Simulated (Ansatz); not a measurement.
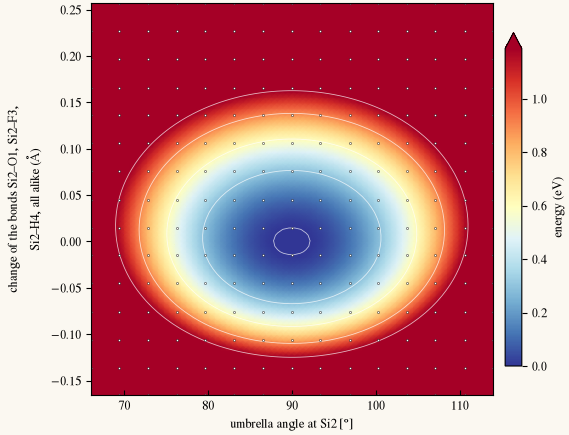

FHOSi, SMILES O=[SiH]F. 
- Coordinates scanned: (1) umbrella angle at Si2 (between each of its bonds and their common axis; 90 is planar); (2) change of the bonds Si2–O1, Si2–F3, Si2–H4, all alike.
- Nothing is relaxed (all other coordinates rigid).
- The scan uses a 15 × 15 grid; 120 points were computed and 105 follow by symmetry.
- Points are written as (first, second).
- Energies are in eV, from the lowest grid point.
- All numbers below come from RKS CAM-B3LYP-D4/def2-TZVP (Ansatz).

In the figure: a smooth colour map with a few white contour lines, dots at the grid points, one colour for all values above the top of the scale. Between grid points the surface is interpolated.

Where is the minimum, and how stiff is the well along each coordinate?

Answer. The interpolated minimum is at the first coordinate ≈ 90.0°, the second coordinate ≈ 0.000 Å. The curvatures there are about 18 eV/rad² and 123 eV/Å², with a cross term of about 0 eV/(rad·Å). Round the minimum the two coordinates are nearly uncoupled.
